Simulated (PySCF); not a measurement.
**C4H10AlCl3O: density, localisation and related maps**

```
atom    x (Å)    y (Å)    z (Å)
   C   2.2200  -0.4593   0.6528
   C   1.2305  -0.0246  -0.4159
   O  -0.0509   0.2750   0.1368
   C  -0.9042  -0.8104   0.3938
   C  -1.7228  -1.1517  -0.8511
  Cl  -2.8689  -2.4444  -0.4640
  Cl  -2.5635   0.3256  -1.3675
  Al  -0.6633   2.1183   0.1618
  Cl   0.8370   3.0382   1.2217
   H   3.2033  -0.5837   0.2088
   H   2.2773   0.3073   1.4217
   H   1.9278  -1.4007   1.1132
   H   1.1295  -0.7805  -1.2010
   H   1.5612   0.9150  -0.8702
   H  -0.3432  -1.6866   0.7333
   H  -1.5888  -0.4860   1.1834
   H  -1.1089  -1.4969  -1.6861
   H  -1.9685   1.9059   0.9797
   H  -0.6135   2.4486  -1.3588
```

Geometry: GFN2-xTB.

Method: PBE0/pcSseg-1, SCF density, gas phase, non-relativistic in PySCF.

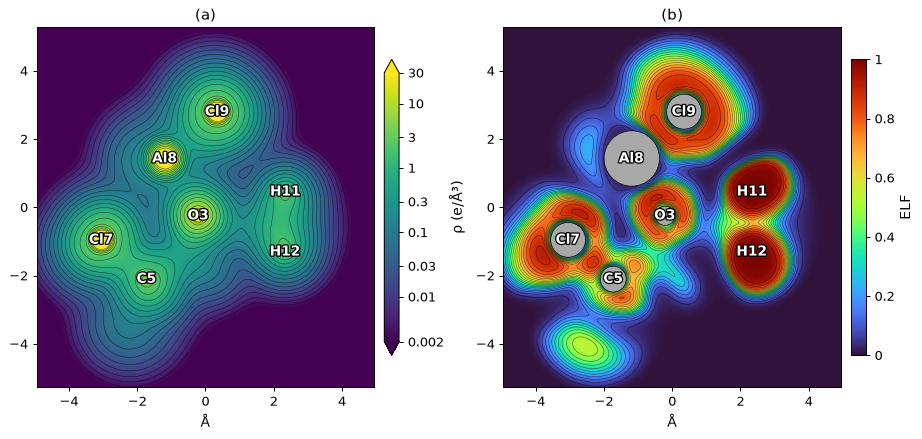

Figure 1. (a) total electron density; (b) electron localisation function on the plane of atoms O3, Al8 and Cl9. Grey discs cover the atomic cores in the ELF map.

**What do the fields say about this system?**

The plane passes through O, C, Cl, Al and H nuclei.
C–Cl (1.78 Å): ρ is about 1.4 e/Å³ halfway; the ELF peaks at about 0.90 between the atoms (localised, covalent bonding).
Al–O (1.94 Å): ρ is about 0.46 e/Å³ halfway; the ELF peaks at about 0.90 in the valence shell of O, 0.6 Å from its nucleus, and is about 0.45 at the midpoint.
Al–Cl (2.05 Å): ρ at the midpoint is about 0.79 e/Å³; the ELF peaks at about 0.90 in the valence shell of Cl, 0.9 Å from its nucleus, and is about 0.80 at the midpoint.
The ELF also peaks beside Cl7 and Cl9, away from the bonds: lone-pair regions.

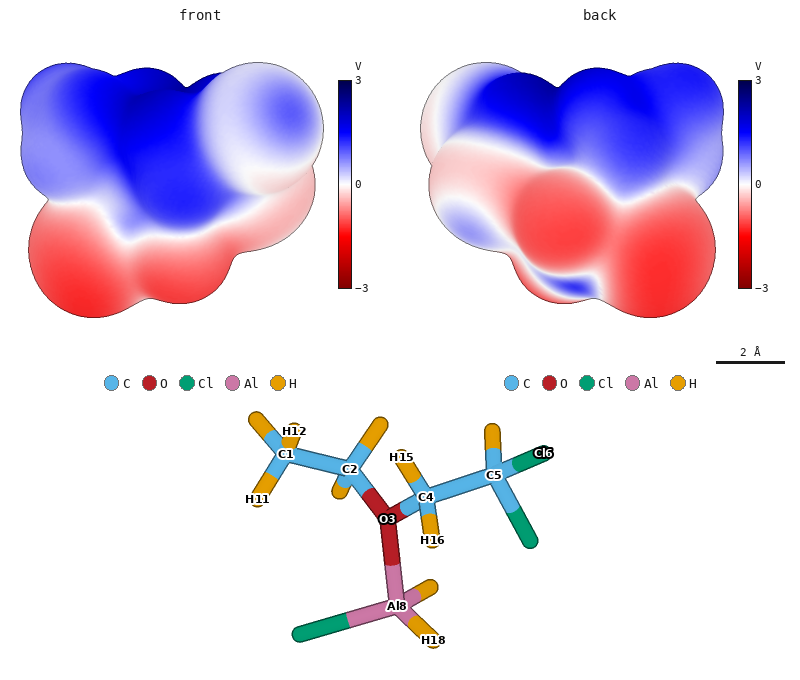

Figure 2. The electrostatic potential painted on the density surface at 0.002 e/bohr³, seen from the front and from behind; the colour scale runs from red (negative) to blue (positive). The bare structure is drawn below in the same view.

**Which sites attract a positive test charge, and which a negative one?**

A positive charge is drawn to the negative regions and a negative charge to the positive ones. The most negative region (about −1.2 V, or −28 kcal/mol for a unit charge) lies over Cl9, the most positive (about +2.2 V, or +51 kcal/mol for a unit charge) over C4, C5, H13 and H17. Cl6 shows a σ-hole: about +0.9 V, or +21 kcal/mol for a unit charge at the tip opposite its bond, against about +0.1 V on its flanks. Cl7 shows a σ-hole: about +0.6 V, or +14 kcal/mol for a unit charge at the tip opposite its bond, against about −0.3 V, or −7 kcal/mol for a unit charge on its flanks.
